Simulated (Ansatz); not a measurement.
# [NH3]+ (SMILES [NH3+]) at U-wB97X/6-31G(d) (spherical functions)

What is the energy change on altering one bond length of [NH3]+ at U-wB97X/6-31G* (spherical functions)? 

The results are computed with Ansatz 0.2.0.

**1. The structure to begin with**

[NH3]+: 4 atoms, total charge +1, spin state doublet. SMILES: `[NH3+]`. The shape is that of a GFN2-xTB optimisation.

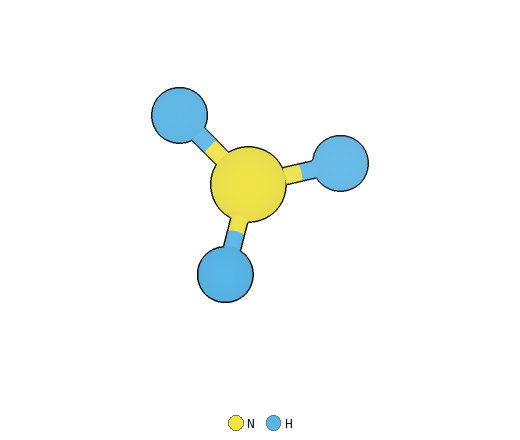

The structure, seen from a chosen angle (nitrogen yellow, hydrogen blue).

**2. The energy at U-wB97X/6-31G(d) (spherical functions)**

Input file in.yaml:

```yaml
crystal:
  periodic: [false, false, false]
  atoms:
    - {symbol: "N", position_ang: [0.000140, -0.000820, -0.000330]}
    - {symbol: H, position_ang: [0.510700, -0.238750, 0.859300]}
    - {symbol: H, position_ang: [-0.995460, -0.239520, -0.089810]}
    - {symbol: H, position_ang: [0.484620, 0.479080, -0.769160]}
basis:
  gaussian:
    orbitals: 6-31G_st_-spherical.json
total_charge: 1
magnetization:
  spin_polarized: true
  initial_magnetization: 1
hamiltonian:
  xc: {name: wB97X}
accuracy: high
```

The basis set 6-31G* is read from a file made from the Basis Set Exchange's data (not shown).

Launch:

```console
$ ansatz run in.yaml --threads 1 --pin off --max-ram 2610MiB --events-out events.jsonl --progress --plain --runs-dir runs
```

Log:

```text
Warning: RAYON_NUM_THREADS=1 ignored (pool sized by the plan → 1); use --threads N
Functional definition: wB97X
  name "wB97X"
  parameter omega = 0.3/bohr
  parameter cx = 0.157706
  parameter cx1 = 0.726479
  parameter cx2 = 1.04760
  parameter cx3 = -5.70635
  parameter cx4 = 13.2794
  parameter css1 = -4.33879
  parameter css2 = 18.2308
  parameter css3 = -31.7430
  parameter css4 = 17.2901
  parameter cos1 = 2.37031
  parameter cos2 = -11.3995
  parameter cos3 = 6.58405
  parameter cos4 = -3.78132
  exchange = spin_sum(e_x_unif_sr(omega)*poly(b97_u_x, 1 - cx, cx1, cx2, cx3, cx4)) + cx*exact_x_sr(omega)
      + exact_x_lr(omega)
  correlation = spin_sum(e_c_pw_same_spin*poly(b97_u_same, 1, css1, css2, css3, css4))
      + integral(e_c_pw_opposite_spin*poly(b97_u_opposite, 1, cos1, cos2, cos3, cos4))
396 factors; integrals over basis functions are off by at most 3.5e-9 eV
133 factors; integrals over basis functions are off by at most 1.6e-9 eV
mean field evaluation 1: about -1524.6418 eV, gradient 3.0e1 eV
mean field evaluation 2: about -1526.7749 eV, gradient 2.0e1 eV
mean field evaluation 4: about -1528.3235 eV, gradient 1.6e-1 eV
mean field evaluation 8: about -1528.3172 eV, gradient 4.3e-3 eV
mean field evaluation 16: about -1528.3172 eV, gradient 2.2e-7 eV
mean field -1528.31715502 eV, -56.1646195164 hartree, gradient 4.8e-8 eV, S^2 0.753903; 0 other end points of the search recorded, 0 dependent functions left out
reference -1528.31715397 eV, -56.1646194780 hartree; 5, 4 occupied and 15, 16 virtual orbitals, 396 factors
Total energy: -1528.31715397 eV, -56.1646194780 hartree
```

Wall time 4.2 s (1 thread of Arm Neoverse V1, shared host); peak memory 0.24 GiB.

**3. The distorted shape at the same level**

Input file molecule.yaml:

```yaml
crystal:
  periodic: [false, false, false]
  atoms:
    - {symbol: "N", position_ang: [-0.127513, 0.058669, -0.215260]}
    - {symbol: H, position_ang: [0.510700, -0.238750, 0.859300]}
    - {symbol: H, position_ang: [-1.123113, -0.180031, -0.304740]}
    - {symbol: H, position_ang: [0.356967, 0.538569, -0.984090]}
basis:
  gaussian:
    orbitals: 6-31G_st_-spherical.json
magnetization:
  spin_polarized: true
  initial_magnetization: 1
hamiltonian:
  xc: {name: wB97X}
total_charge: 1
accuracy: high
```

The basis set 6-31G* is read from a file made from the Basis Set Exchange's data (not shown).

Launch:

```console
$ ansatz run molecule.yaml --threads 1 --pin off --max-ram 2610MiB --events-out events.jsonl --progress --plain --runs-dir runs
```

Log (excerpt; [...] marks lines left out):

```text
Warning: RAYON_NUM_THREADS=1 ignored (pool sized by the plan → 1); use --threads N
Functional definition: wB97X
  name "wB97X"
[...]
      + exact_x_lr(omega)
[...]
      + integral(e_c_pw_opposite_spin*poly(b97_u_opposite, 1, cos1, cos2, cos3, cos4))
397 factors; integrals over basis functions are off by at most 4.2e-9 eV
138 factors; integrals over basis functions are off by at most 1.8e-9 eV
[...]
mean field -1527.44639824 eV, -56.1326197948 hartree, gradient 7.0e-8 eV, S^2 0.755834; 0 other end points of the search recorded, 0 dependent functions left out
reference -1527.44639710 eV, -56.1326197529 hartree; 5, 4 occupied and 15, 16 virtual orbitals, 397 factors
Total energy: -1527.44639710 eV, -56.1326197529 hartree
```

It took 4.2 s on 1 thread of Arm Neoverse V1, shared host; peak memory 0.24 GiB.

**4. Results**

Level: U-wB97X/6-31G* (spherical functions).

| quantity | value |
| --- | --- |
| first shape: total energy | -56.16462 Eh |
| first shape: ⟨S²⟩ | 0.754 |
| distorted shape: total energy | -56.13262 Eh |
| distorted shape: ⟨S²⟩ | 0.756 |
| energy change with the N1–H2 bond stretched from 1.028 to 1.285 Å | 0.871 eV |

With the N1–H2 bond stretched from 1.028 to 1.285 Å the energy rises by 0.87 eV (20.1 kcal/mol). The first shape isn't relaxed at this level, so the change isn't measured from a minimum.
